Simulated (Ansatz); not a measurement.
The cell of SrSiHgS4 (Ama2). Origin of the cell: the geometry relaxed with DFT, PAW plane waves, r2scan (Ansatz 0.2.0); the starting structure was generated, so it need not be a known form of this composition.

```
CELL_PARAMETERS angstrom
10.37580 0.00000 0.00000
0.00000 10.27429 0.00000
0.00000 0.00000 6.39966
ATOMIC_POSITIONS crystal
Sr 0.00000 0.00000 0.00145
Sr 0.50000 0.00000 0.00145
Hg 0.75000 0.83128 0.44729
Hg 0.25000 0.16872 0.44729
Si 0.75000 0.21621 0.48737
Si 0.25000 0.78379 0.48737
S 0.41534 0.77580 0.68627
S 0.58466 0.22420 0.68627
S 0.08466 0.77580 0.68627
S 0.91534 0.22420 0.68627
S 0.75000 0.89689 0.81336
S 0.25000 0.10311 0.81336
S 0.75000 0.06757 0.26017
S 0.25000 0.93243 0.26017
Sr 0.00000 0.50000 0.50145
Sr 0.50000 0.50000 0.50145
Hg 0.75000 0.33128 0.94729
Hg 0.25000 0.66872 0.94729
Si 0.75000 0.71621 0.98737
Si 0.25000 0.28379 0.98737
S 0.41534 0.27580 0.18627
S 0.58466 0.72420 0.18627
S 0.08466 0.27580 0.18627
S 0.91534 0.72420 0.18627
S 0.75000 0.39689 0.31336
S 0.25000 0.60311 0.31336
S 0.75000 0.56757 0.76017
S 0.25000 0.43243 0.76017
```

Bond valence s = exp((R0 − d)/b), R0 fitted to published crystal structures with b = 0.37 Å, summed over all anions within 5 Å; R0 in Å: Sr2+–S 2.605; Hg2+–S 2.292; Si4+–S 2.116.

> Calculate the bond-valence sums (anions within 5 Å).

```json
{"site": "Sr1", "x, y, z": "0.000, 0.000, 0.001", "formal valence": "+2", "bond-valence sum": "1.88", "difference": "-0.12"}
{"site": "Hg1", "x, y, z": "0.750, 0.831, 0.447", "formal valence": "+2", "bond-valence sum": "1.89", "difference": "-0.11"}
{"site": "Si1", "x, y, z": "0.750, 0.216, 0.487", "formal valence": "+4", "bond-valence sum": "3.81", "difference": "-0.19"}
{"site": "S1", "x, y, z": "0.415, 0.776, 0.686", "formal valence": "−2", "bond-valence sum": "1.77", "difference": "-0.23"}
{"site": "S2", "x, y, z": "0.750, 0.897, 0.813", "formal valence": "−2", "bond-valence sum": "2.17", "difference": "0.17"}
{"site": "S3", "x, y, z": "0.750, 0.068, 0.260", "formal valence": "−2", "bond-valence sum": "1.86", "difference": "-0.14"}
```

The global instability index (root mean square of the differences over all atoms) is 0.18 v.u.: moderate strain, common in real structures.

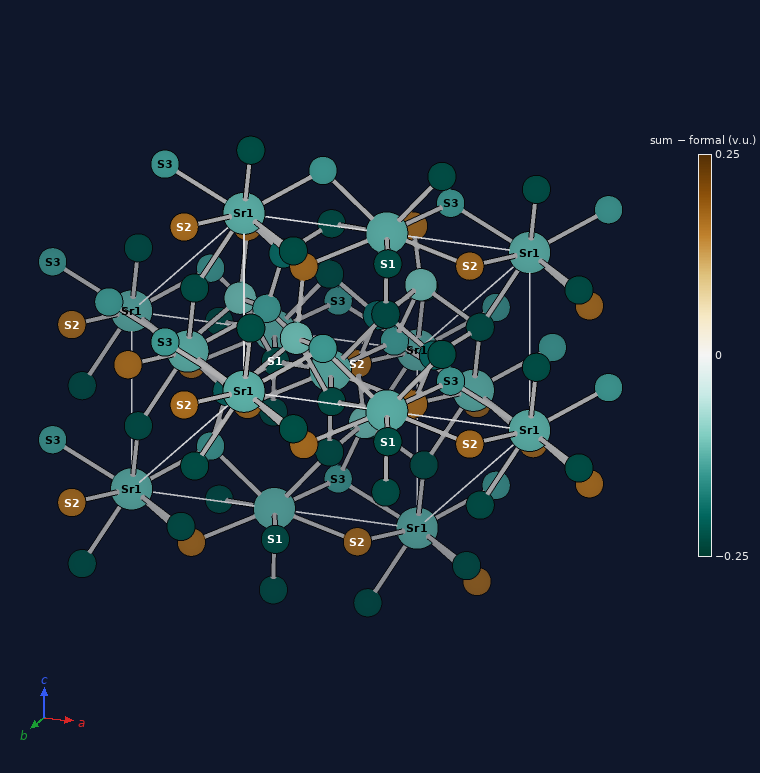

Atoms coloured by sum less the size of the formal valence, view from a free direction.
